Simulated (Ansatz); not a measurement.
**H5Si2 (charge +1): density, localisation and related maps**

```xyz
7

Si    0.6787    2.6016   -0.4254
Si   -0.5379    0.5914   -0.7910
H     0.3049    3.9155   -1.0100
H     1.8606    2.7009    0.4696
H     0.4609   -0.4930   -0.6479
H    -1.5048    0.6809    0.3388
H    -1.1525    0.7490   -2.1292
```

Geometry: B3LYP-D3(BJ)/def2-SVP.

Level of theory: isolated molecule in a Gaussian basis; Kohn-Sham density functional theory, functional PBE0 (Ansatz 0.2.0).

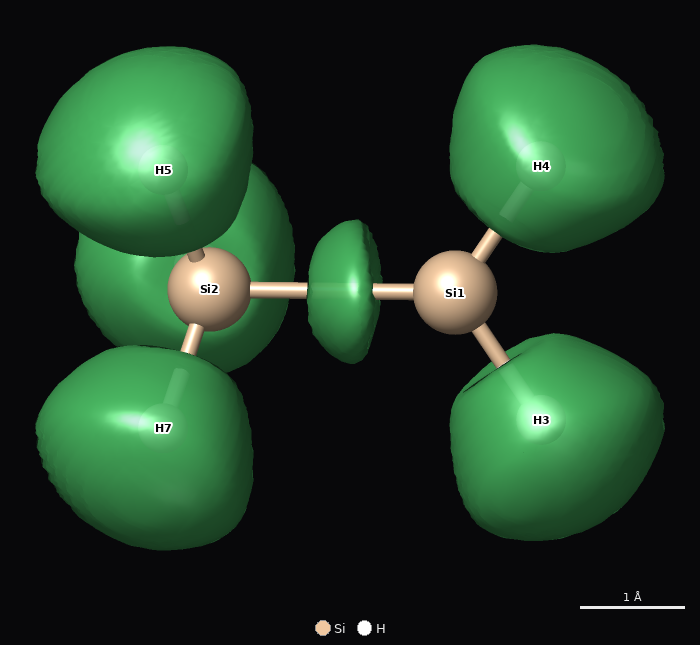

Figure 1. Isosurface of the electron localisation function at 0.9 (green), seen across its widest extent. Core shells and regions of very low density are left out.

Describe the localisation domains.

The ELF exceeds this value in one region between bonded Si–Si atoms (shared pairs) and five regions around hydrogen nuclei. Along the contacts the grid gives the following. Si–Si (2.38 Å): the ELF peaks at about 1 between the atoms, as expected for a shared electron pair. Si–H (1.48 Å): the ELF climbs to about 1 towards the hydrogen, as it does in any bond to H.

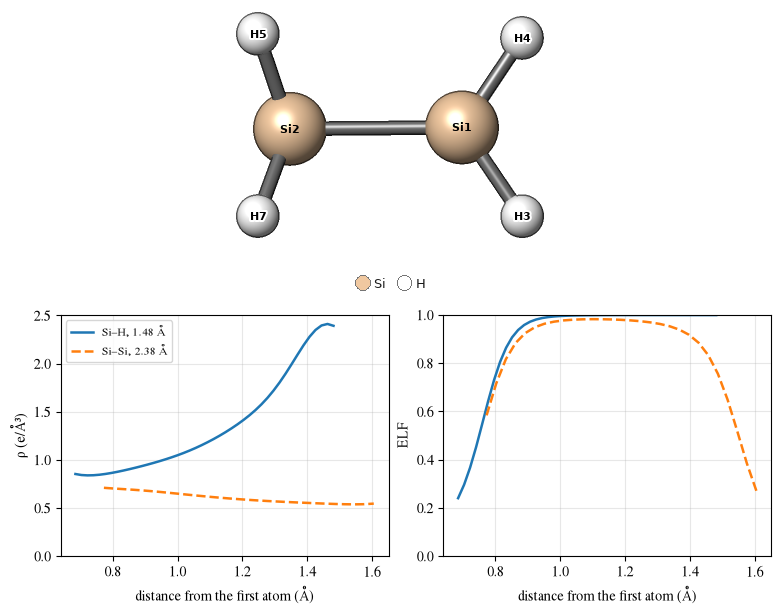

Figure 2. Electron density and ELF along straight lines between neighbouring atoms. The curves leave out the atomic cores. The structure is drawn too.

What can be read from the curves?

Si–H (1.48 Å): ρ at the midpoint is about 0.84 e/Å³; the ELF climbs to about 1 towards the hydrogen.
Si–Si (2.38 Å): the density is about 0.59 e/Å³ at the midpoint; the ELF peaks at about 1 between the atoms, as expected for a shared electron pair.

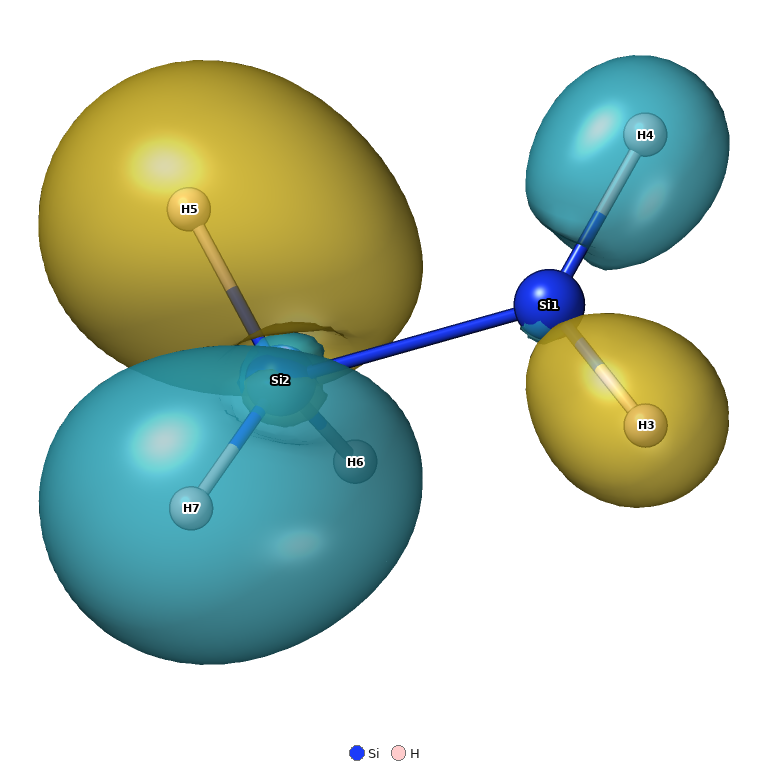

Figure 3. The HOMO−1 at ±0.08 Å⁻³ᐟ² (yellow and cyan are the two phases), seen at a tilt.

Describe this orbital and give its energy.

It lies mainly on Si2 (about 40 %), H5 (about 25 %) and H7 (about 25 %). Its energy is −15.30 eV.
